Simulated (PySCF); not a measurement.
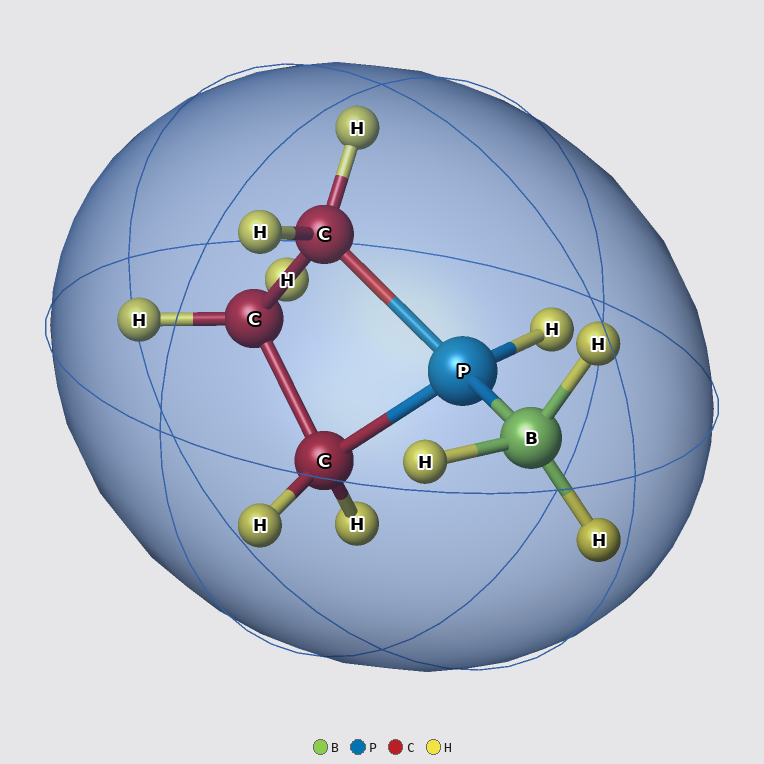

The ellipsoid shows the static dipole polarisability: its half-axes are proportional to the principal values. The computed structure is the end point of a GFN2-xTB optimisation. No frequency run is at hand to confirm it as a minimum. Method: ωB97X-D/def2-SVPD (PySCF 2.14.0).

Give the principal values, the mean and the anisotropy.

Principal values 67.2, 70.9, 93.9 bohr³; mean 77.3 bohr³ (11.46 Å³); anisotropy 25.0 bohr³, so the longest axis is 1.40 times the shortest.

The geometry is semi-empirical. Around B, P such bond lengths and angles can be off by a tenth of an ångström or more and by several degrees, and values that hang on the shape move with them.
